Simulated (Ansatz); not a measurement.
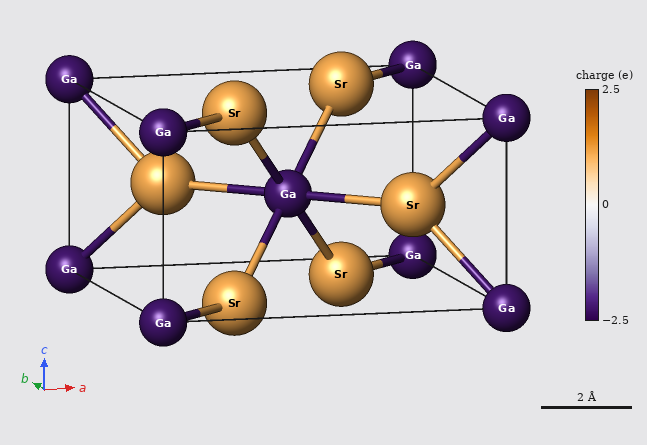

A ball-and-stick picture of a crystal structure, seen slightly off an axis. Atoms at the boundary of the simulation cell (the box) are drawn once for each face, edge or corner they touch. The atoms of this Sr2Ga cell are coloured by their Bader charge.

Level of theory and settings: DFT PBE, scalar-relativistic, plane waves, PAW in Ansatz 0.2.0, a kinetic-energy cutoff of 420 eV, k-points on a 6×6×10 grid, Gaussian smearing of 0.1 eV, no spin polarisation.

Summarise the charge transfer.

Answer. Most positive: Sr; most negative: Ga. Charges: about Sr +1.1 e; Ga -2.2 e.

The model was built from a structure type filled with these elements by a generator (whether the compound takes this form wasn't checked). Earlier steps of the study, as a rule a relaxation of our own, may have changed the cell and positions, so they can lie some per cent off the listed ones. It went into a calculation with Ansatz.
